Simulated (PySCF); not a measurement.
# C4H5ClO2: the cost of one run

Programs: PySCF 2.14.0, with routines of our own; each step states its level. All values are computed. Atoms count from 0.

## 1. The starting structure

12 atoms, charge 0, multiplicity 1; geometry from: GFN2-xTB.

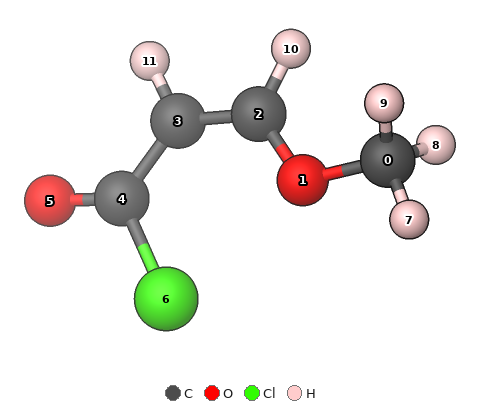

The starting geometry (carbon dark grey, oxygen red, chlorine green, hydrogen pink).

## 2. Magnetic properties: GIAO CAM-B3LYP/pcSseg-1

What the job is given:

```
{"job": {"kind": "mag", "xc": "CAM-B3LYP", "basis": "pcSseg-1", "isotopologues": 2}, "charge": 0, "multiplicity": 1}
C     -2.044980     0.403100     0.697054
O     -0.667069     0.510386     0.404390
C      0.023103    -0.616355     0.322895
C      1.332913    -0.716606     0.026153
C      2.279084     0.327518    -0.280501
O      3.437344     0.182623    -0.528021
Cl     1.603353     1.966807    -0.277496
H     -2.404771     1.419651     0.841256
H     -2.585549    -0.059338    -0.133901
H     -2.213862    -0.178313     1.607649
H     -0.526445    -1.535184     0.522806
H      1.768078    -1.704976     0.007315
```

Level: GIAO CAM-B3LYP/pcSseg-1 magnetisability, rotational g tensor and spin-rotation constants, non-relativistic, gas phase.

Started as:

```bash
$ OMP_NUM_THREADS=1 python excited_run.py task.json out
```

The driver reads the jobs from task.json and runs them one after another.

**Question.** How long does this first job take on 1 thread of Arm Neoverse V1, shared host, and how much memory does it need?

About 31 s, with a peak of 0.75 GiB.
